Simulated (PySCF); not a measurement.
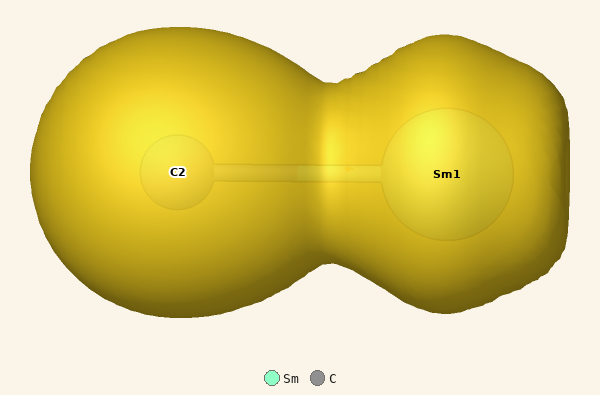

Figure. SmC (multiplicity 11). Isosurface of the spin density at +0.06 e/Å³ (yellow), seen from one side.

All numbers below come from PBE0/x2c-SVPall, spin-free X2C-1e, Gaussian nucleus, at a bond length of 2.374 Å in PySCF.

### Describe the spin distribution.

The unpaired spin (10 electrons) lies mostly on Sm1 (about 7.5) and C2 (about 2.5), in electrons by Hirshfeld's partition.
